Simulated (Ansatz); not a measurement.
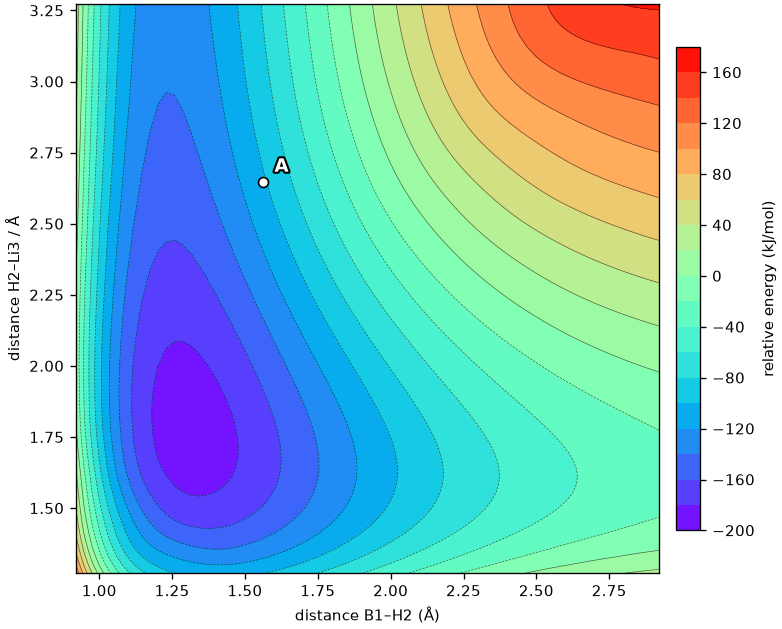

The system B + HLi, spin multiplicity 2. The first coordinate is: distance B1–H2; the second: distance H2–Li3. Nothing is relaxed (the angle B1–H2–Li3 is fixed at 90 degrees). The scan uses a 13 × 13 grid. Energies: kJ/mol, counted from B far from the relaxed HLi (each part in its own basis). In part of the range the unrestricted reference is strongly spin-contaminated. The calculation used Ansatz 0.2.0, UHF-CCSD(T), frozen core/def2-TZVPD.

In the figure: filled contours, the point A. Between grid points the surface is interpolated.

> Is A at rest? If not, where is it pushed?

A, at distance B1–H2 = 1.561 Å, distance H2–Li3 = 2.648 Å, is not a stationary point. The computed force is 230 kJ/mol for each Å towards smaller values of distance B1–H2 and 61 kJ/mol for each Å towards smaller values of distance H2–Li3.
